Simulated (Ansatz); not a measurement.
**H6O2W: density, localisation and related maps**

Input file:

```
crystal:
  periodic: [false, false, false]
  atoms:
    - { symbol: W, position_ang: [0.0, 0.0, 0.0] }
    - { symbol: O, position_ang: [0.9539, 0.0, 1.9156] }
    - { symbol: H, position_ang: [0.0444, -0.2814, 2.2528] }
    - { symbol: H, position_ang: [1.7505, 0.0, 0.7888] }
    - { symbol: H, position_ang: [0.0, 1.72, 0.0] }
    - { symbol: H, position_ang: [-1.72, 0.0, 0.0] }
    - { symbol: O, position_ang: [0.0, -1.94, 0.0] }
    - { symbol: H, position_ang: [0.3816, -2.2771, 0.8723] }
    - { symbol: H, position_ang: [0.0, 0.0, -1.72] }
basis:
  gaussian: { orbitals: def2-SVP }
hamiltonian:
  xc: hf
relax:
  f_tol: 0.15
  max_steps: 25
  restrain:
    - { distance: [1, 3], at: 2.21, k: 30.0 }
    - { distance: [0, 1], at: 1.94, k: 30.0 }
    - { distance: [0, 3], at: 1.72, k: 30.0 }
output:
  orbitals: {}
```

Launched as:

```sh
ansatz run input.yaml --threads 1 --pin off --max-ram 2048MiB --backend cpu --events-out ev --progress --plain --runs-dir out
```

The fields are those of the run's last geometry, not of the input's.

Core potentials replace the inner electrons of W; not at a stationary point (largest force 0.9 eV/Å).

The calculation used RHF/def2-SVP in Ansatz.

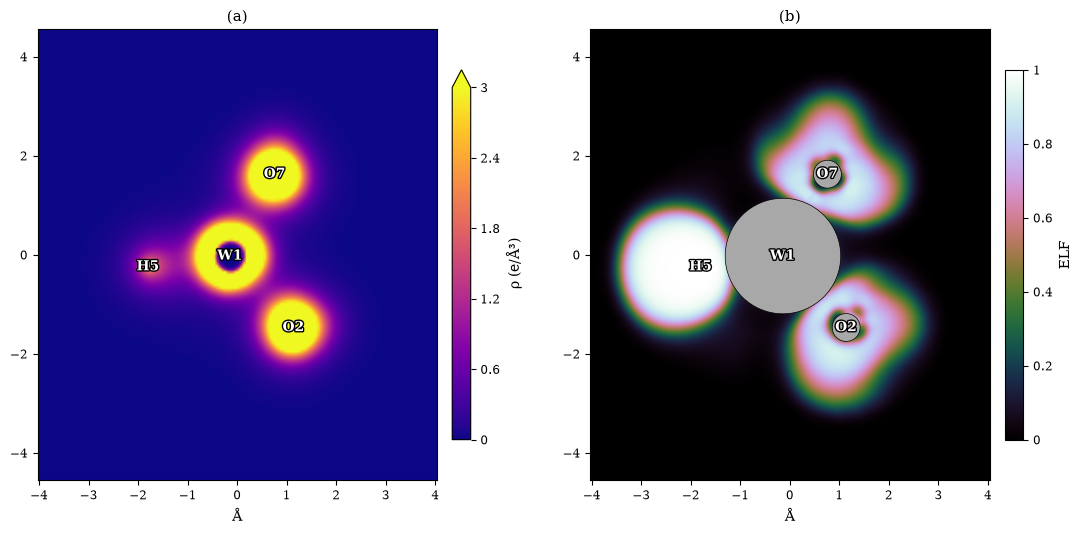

Figure 1. (a) electron density; (b) ELF on the plane of atoms O2, W1 and O7. Grey discs cover the atomic cores in the ELF map.

Q: Describe what can be read from this map.

A: The section cuts through W, O and H sites. W–O (1.88 Å): ρ is about 1.1 e/Å³ halfway; the ELF peaks at about 0.90 in the valence shell of O, 0.5 Å from its nucleus, and drops to about 0.20 between the two atoms. W–O (1.93 Å): the density is about 0.97 e/Å³ at the midpoint; the ELF peaks at about 0.85 in the valence shell of O, 0.6 Å from its nucleus, and is about 0.25 at the midpoint. W–H (1.68 Å): ρ at the midpoint is about 1.6 e/Å³; the ELF climbs to about 1 towards the hydrogen.

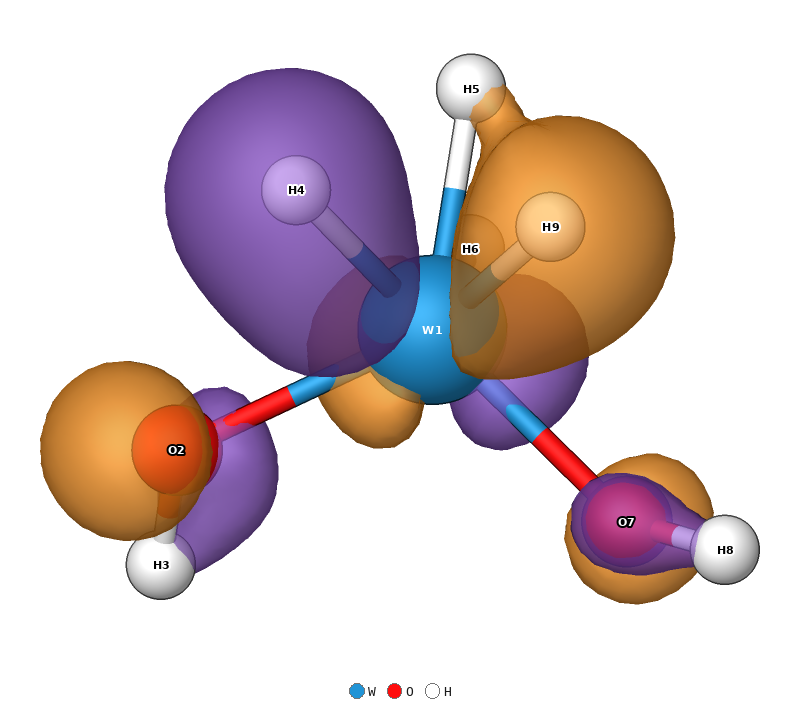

Figure 2. The HOMO at ±0.15 Å⁻³ᐟ² (orange and purple are the two phases), seen at a tilt.

Q: Where does this orbital lie, and at what energy?

A: By Hirshfeld shares it lies mainly on W1 (about 40 %), H4 (about 20 %), H9 (about 15 %), O2 (about 15 %) and O7 (about 5 %). Its energy is −11.07 eV.

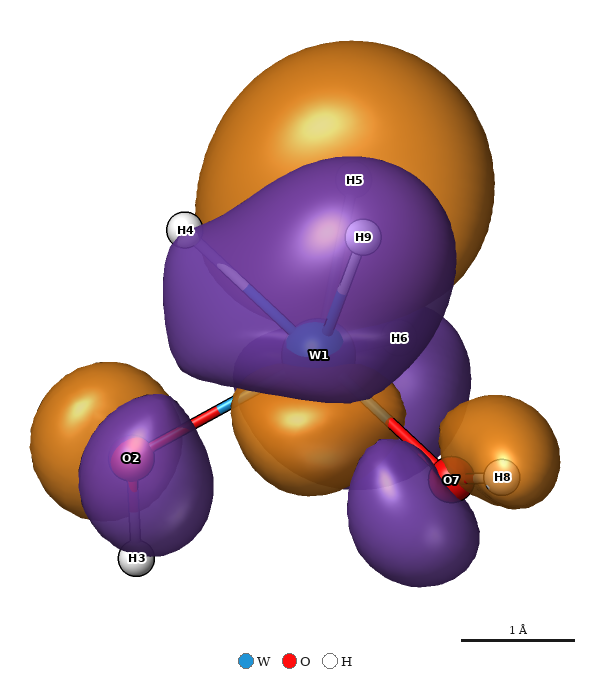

Figure 3. The HOMO−1 at ±0.08 Å⁻³ᐟ² (orange and purple are the two phases), seen at a tilt.

Q: What is the character of this orbital?

A: It lies mainly on W1 (about 45 %), H5 (about 25 %), H9 (about 10 %) and O2 (about 5 %). Its energy is −11.78 eV.
